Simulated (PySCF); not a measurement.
SMILES c1([SiH3])ccc(Br)cc1 at its GFN2-xTB optimised geometry (Å):

```
15

Si    -1.6249    -2.2504     0.0071
C     -0.6294    -0.6442     0.0000
C     -1.2798     0.5868     0.0007
C     -0.5780     1.7777     0.0008
C      0.8056     1.7384     0.0002
Br     1.7900     3.3731    -0.0015
C      1.4865     0.5342     0.0000
C      0.7619    -0.6442     0.0000
H     -2.3595    -2.3411     1.2711
H     -2.5660    -2.2209    -1.1142
H     -0.6971    -3.3731    -0.1284
H     -2.3600     0.6170     0.0008
H     -1.0956     2.7252     0.0008
H      2.5660     0.5190    -0.0005
H      1.2950    -1.5839    -0.0006
```

Method: PBE/def2-TZVP in PySCF. Cells within 0.4 Å of a nucleus heavier than hydrogen are left out (blank, or x).

Map of the electron localisation function on the plane z = 0.0 Å:

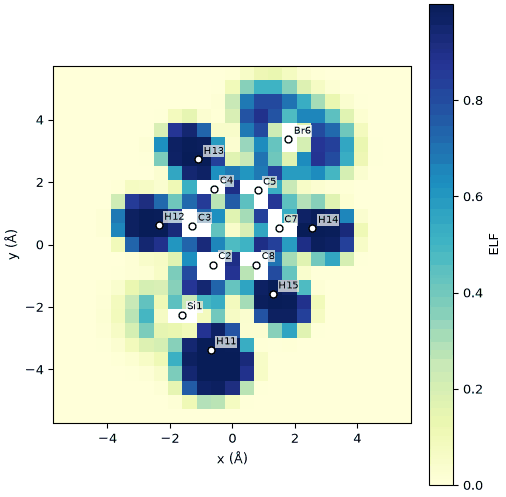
*Electron localisation function on the plane z = 0.0 Å.*
